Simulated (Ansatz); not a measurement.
```yaml
atoms:
  - { symbol: Si, position_ang: [-0.0910, 0.1469, -0.4052] }
  - { symbol: Si, position_ang: [1.1461, 2.0431, -1.0931] }
  - { symbol: Si, position_ang: [1.3499, -1.4625, 0.5604] }
  - { symbol: O, position_ang: [-1.3208, 0.5799, 0.6666] }
  - { symbol: Si, position_ang: [-1.5650, 1.2913, 2.1641] }
  - { symbol: H, position_ang: [-0.7559, -0.4610, -1.6132] }
  - { symbol: H, position_ang: [2.1700, 1.6186, -2.1144] }
  - { symbol: H, position_ang: [0.2522, 3.0886, -1.7066] }
  - { symbol: H, position_ang: [1.8680, 2.6573, 0.0779] }
  - { symbol: H, position_ang: [0.5882, -2.6816, 1.0097] }
  - { symbol: H, position_ang: [2.3774, -1.8798, -0.4603] }
  - { symbol: H, position_ang: [2.0692, -0.8817, 1.7500] }
  - { symbol: H, position_ang: [-3.0428, 1.3359, 2.4165] }
  - { symbol: H, position_ang: [-1.0068, 2.6904, 2.1827] }
  - { symbol: H, position_ang: [-0.8919, 0.4896, 3.2472] }
```

Computed with Ansatz, DFT PBE, Gaussian basis def2-SVP.

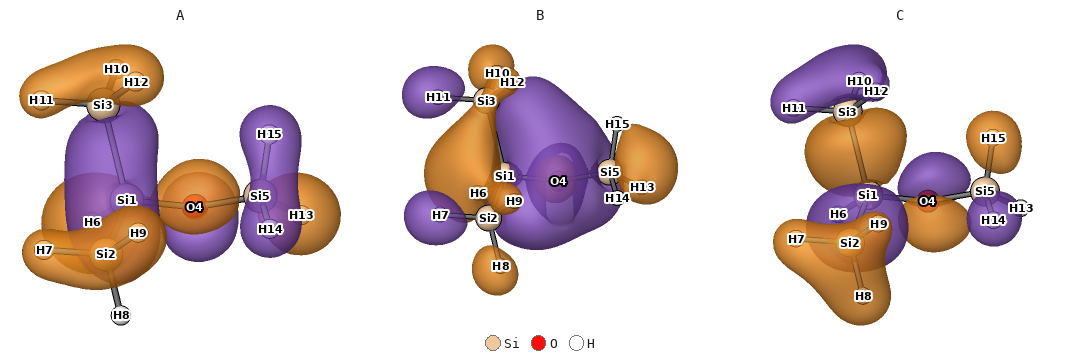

H₁₀OSi₄. Three frontier orbitals at ±0.06 Å⁻³ᐟ² (orange and purple are the two phases), in no order.

Which picture is the HOMO−1, the HOMO and the LUMO?

Answer. A is the HOMO−1 (−7.02 eV). Its weight (Hirshfeld) is mainly on O4 (about 30 %), Si1 (about 20 %), H6 (about 15 %), Si2 (about 10 %), Si3 (about 10 %) and Si5 (about 5 %). C is the HOMO (−6.42 eV). Its weight (Hirshfeld) is mainly on Si1 (about 20 %), O4 (about 20 %), Si2 (about 20 %) and Si3 (about 20 %). B is the LUMO (−1.57 eV). By Hirshfeld shares it lies mainly on Si1 (about 30 %), Si5 (about 15 %), Si3 (about 15 %), Si2 (about 15 %) and O4 (about 10 %).

What is the HOMO–LUMO gap?

Answer. 4.85 eV between the orbital energies.
